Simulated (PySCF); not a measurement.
## Electronic structure of C₄H₅F₂PSi (SMILES Fc1c[pH]c(F)c1[SiH3]) in real space

Input

```
{"job": {"kind": "nmr", "xc": "PBE0", "basis": "pcSseg-1"}, "charge": 0, "multiplicity": 1}
F     -0.053832    -2.215842    -0.470801
C      0.516816    -1.005470    -0.366986
C      1.835166    -0.797474    -0.528415
P      2.203609     0.965268    -0.449750
C      0.464420     1.228176     0.033463
F      0.010981     2.453781     0.325858
C     -0.311524     0.129209    -0.035067
Si    -2.165558    -0.017018     0.293110
H      2.552031    -1.554680    -0.789973
H      2.698220     0.986703     0.858488
H     -2.315100    -0.862533     1.478224
H     -2.676639     1.330296     0.521238
H     -2.762978    -0.639929    -0.887117
```

Run with:

```sh
OMP_NUM_THREADS=1 python probes_run.py task.json out
```

Geometry: GFN2-xTB.

Level of theory: PBE0/pcSseg-1, SCF density, gas phase, non-relativistic (PySCF).

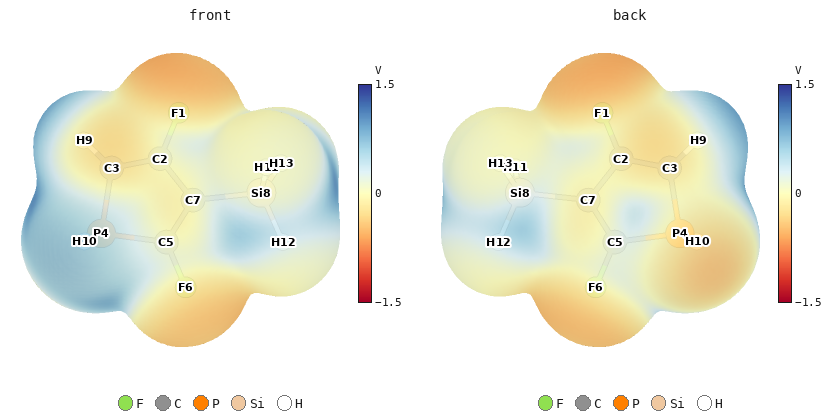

Figure 1. The molecular electrostatic potential painted on the density surface at 0.001 e/bohr³, seen from the front and from behind; the colour scale runs from red (negative) to blue (positive).

Which sites attract a positive test charge, and which a negative one?

A positive charge is drawn to the negative regions and a negative charge to the positive ones. The most negative region (about −0.6 V) lies over F1, the most positive (about +1.0 V) over P4 and Si8.

How polar is the molecule by this calculation?

Its dipole moment is 0.84 D.

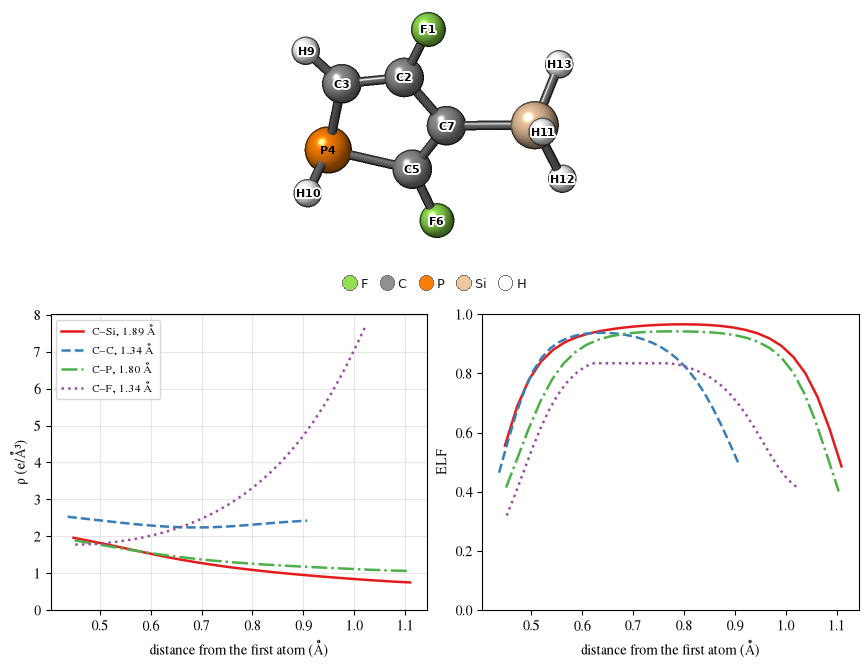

Figure 2. Total electron density and ELF along straight lines between neighbouring atoms. The curves leave out the atomic cores. The structure is drawn too.

Compare the contacts.

C–Si (1.89 Å): the density is about 0.9 e/Å³ at the midpoint; the ELF peaks at about 0.95 between the atoms: localised, covalent bonding.
C–C (1.34 Å): the density is about 2.2 e/Å³ at the midpoint; the ELF peaks at about 0.95 between the atoms; a multiple bond.
C–P (1.80 Å): ρ is about 1.2 e/Å³ halfway; the ELF peaks at about 0.95 between the atoms (a shared electron pair).
C–F (1.34 Å): ρ at the midpoint is about 2.3 e/Å³; the ELF peaks at about 0.85 between the atoms; a polar covalent bond.
